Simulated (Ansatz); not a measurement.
# Ta (Im-3m): all-electron equation of state, by script

Where is the equilibrium volume of Ta (Im-3m) with all electrons, and how stiff is it? The task is an all-electron equation of state, for Ta (Im-3m).

Computed with Ansatz 0.2.0, driven from Python. Level of theory: DFT PBE, all-electron LAPW.

### Step 1. The system

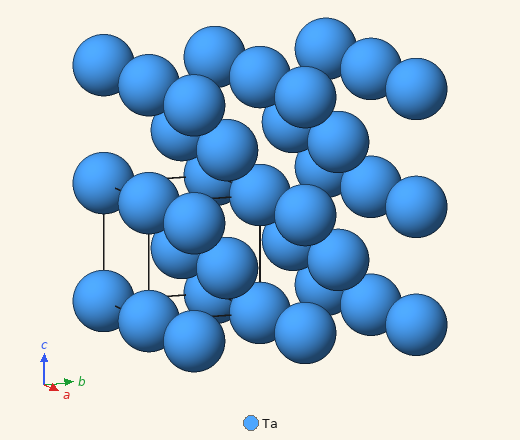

The structure that the script starts from, seen slightly off an axis (tantalum blue). 2×2×2 cells are drawn. The cell is the conventional one. Atoms on cell faces are repeated.

The script holds or builds the structure itself.

### Step 2. The code

The input, eos_lapw_ta.py:

```python
# -*- coding: utf-8 -*-
from dataclasses import dataclass
import warnings

import ansatz as az
from ase.eos import EquationOfState
from ase.units import GPa
import numpy as np


@dataclass(frozen=True)
class Options:
    sigma: float = 0.15
    functional: str = "PBE"
    kmesh: tuple[int, ...] = (12, 12, 12)


cfg = Options()

VECTORS = np.array([
    [-1.65128, 1.65128, 1.65128],
    [1.65128, -1.65128, 1.65128],
    [1.65128, 1.65128, -1.65128],
])
SITES = [
    ("Ta", (0.0, 0.0, 0.0)),
]


def make_crystal(cell):
    crystal = az.Crystal(lattice=az.Lattice.of(cell))
    for symbol, position in SITES:
        crystal = crystal.atom(symbol, position)
    return crystal

warnings.simplefilter("ignore", az.DeckWarning)

volumes, energies = [], []
for scale in np.linspace(0.94, 1.06, 7):
    cell = VECTORS * scale ** (1 / 3)
    calc = make_crystal(cell).calculation()
    calc = calc.occupations(az.OccupationsMethod.FERMI_DIRAC, width=cfg.sigma)
    calc = calc.functional(cfg.functional).kpoints(*cfg.kmesh)
    calc = calc.pseudopotentials("all_electron", lapw=True, basis_error=0.002)
    data = calc.run(threads=1, backend="cpu").report
    volumes.append(abs(np.linalg.det(cell)) / len(SITES))
    energies.append(data["free_energy_ev"] / len(SITES))
    print(f"{scale:.3f} {volumes[-1]:9.4f} A^3/atom {energies[-1]:16.5f} eV/atom  (estimated basis error {1000 * data['lapw_basis_errors']['total_ev_per_atom']:.2f} meV/atom)")
v0, e0, bulk = EquationOfState(volumes, energies, eos="birchmurnaghan").fit()
print(f"V0 = {v0:.4f} A^3/atom, B0 = {bulk / GPa:.1f} GPa")
```

### Step 3. What the engine is handed

The engine receives this input (first run):

```yaml
crystal:
  lattice:
    - [-1.6175709495998325, 1.6175709495998325, 1.6175709495998325]
    - [1.6175709495998325, -1.6175709495998325, 1.6175709495998325]
    - [1.6175709495998325, 1.6175709495998325, -1.6175709495998325]
  atoms:
    - { symbol: Ta, position: [0.0, 0.0, 0.0] }
kpoints:
  mp_grid:
    grid: [12, 12, 12]
hamiltonian:
  xc: pbe
  pseudopotentials:
    kind: all_electron
    lapw:
      basis_error: 0.002
scf:
  occupations:
    method: fermi_dirac
    width: 0.15
```

### Step 4. Running it

The run is started by

```bash
python eos_lapw_ta.py
```

The program printed:

```text
0.940   16.9297 A^3/atom    -424569.08345 eV/atom  (estimated basis error 0.54 meV/atom)
0.960   17.2899 A^3/atom    -424569.11617 eV/atom  (estimated basis error 0.54 meV/atom)
0.980   17.6501 A^3/atom    -424569.13806 eV/atom  (estimated basis error 0.54 meV/atom)
1.000   18.0104 A^3/atom    -424569.15008 eV/atom  (estimated basis error 0.53 meV/atom)
1.020   18.3706 A^3/atom    -424569.15309 eV/atom  (estimated basis error 0.53 meV/atom)
1.040   18.7308 A^3/atom    -424569.14787 eV/atom  (estimated basis error 0.53 meV/atom)
1.060   19.0910 A^3/atom    -424569.13512 eV/atom  (estimated basis error 0.51 meV/atom)
V0 = 18.3148 A^3/atom, B0 = 188.1 GPa
```

Run time: 48 s. Hardware: 1 thread of Arm Neoverse V1, shared host; peak memory 0.35 GiB.

### Step 5. Inputs of later runs

The engine's inputs for some of the other runs:

Run 2, against run 1:

```diff
@@ -3,3 +3,3 @@
-    - [-1.6175709495998325, 1.6175709495998325, 1.6175709495998325]
-    - [1.6175709495998325, -1.6175709495998325, 1.6175709495998325]
-    - [1.6175709495998325, 1.6175709495998325, -1.6175709495998325]
+    - [-1.6289626696401676, 1.6289626696401676, 1.6289626696401676]
+    - [1.6289626696401676, -1.6289626696401676, 1.6289626696401676]
+    - [1.6289626696401676, 1.6289626696401676, -1.6289626696401676]
```

Run 4, against run 1:

```diff
@@ -3,3 +3,3 @@
-    - [-1.6175709495998325, 1.6175709495998325, 1.6175709495998325]
-    - [1.6175709495998325, -1.6175709495998325, 1.6175709495998325]
-    - [1.6175709495998325, 1.6175709495998325, -1.6175709495998325]
+    - [-1.65128, 1.65128, 1.65128]
+    - [1.65128, -1.65128, 1.65128]
+    - [1.65128, 1.65128, -1.65128]
```

Run 7, against run 1:

```diff
@@ -3,3 +3,3 @@
-    - [-1.6175709495998325, 1.6175709495998325, 1.6175709495998325]
-    - [1.6175709495998325, -1.6175709495998325, 1.6175709495998325]
-    - [1.6175709495998325, 1.6175709495998325, -1.6175709495998325]
+    - [-1.6836662614093574, 1.6836662614093574, 1.6836662614093574]
+    - [1.6836662614093574, -1.6836662614093574, 1.6836662614093574]
+    - [1.6836662614093574, 1.6836662614093574, -1.6836662614093574]
```

### Step 6. The engine's runs

The 7 runs, in the order started:

```
run  volume (Å³/atom)  energy from run 5 (meV/atom)  SCF cycles  CPU time (s)
  1            16.930                         69.64           8           6.7
  2            17.290                         36.92           8           6.7
  3            17.650                         15.04           8           6.6
  4            18.010                          3.01           8           6.7
  5            18.371                          0.00           8           6.6
  6            18.731                          5.22           8           6.6
  7            19.091                         17.97           8           6.7
```

Energies are free energies F = E - TS of the smeared occupations. 

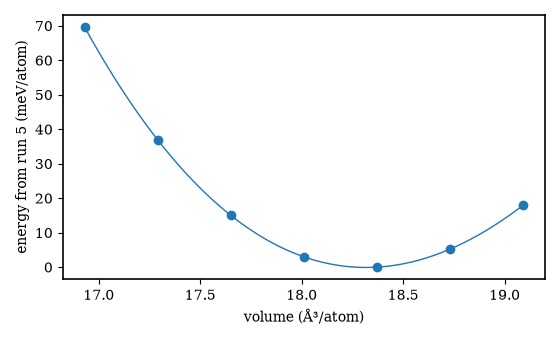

Energy against volume; the line is a third-order Birch-Murnaghan fit.

### Step 7. What came out

| quantity | value |
| --- | --- |
| runs compared | 7 |
| range of energy | 69.64 meV/atom |
| lowest point, volume (Å³/atom) | 18.371 |
| equilibrium volume (fit) | 18.32 Å³/atom |
| bulk modulus (fit) | 189 GPa |

**Reading.** A third-order Birch-Murnaghan fit through the 7 points has its minimum at 18.32 Å³ an atom, 1.7 % above the typed cell, with a bulk modulus of 189 GPa and dB/dP = 3.6. From that minimum the energy rises by 69.7 meV an atom on the compressed side and 18.1 meV on the expanded side. All-electron totals depend on functional, relativistic treatment and basis; only differences at equal settings carry meaning. For a metal this k-point mesh is coarse: on a finer one energies can move by several to tens of meV an atom and pressures by half a GPa or more, differences at one mesh by less. The smearing is wide enough that free energy and stress hold a thermal part of the electrons. Spin-orbit coupling, which matters for elements this heavy, is left out.
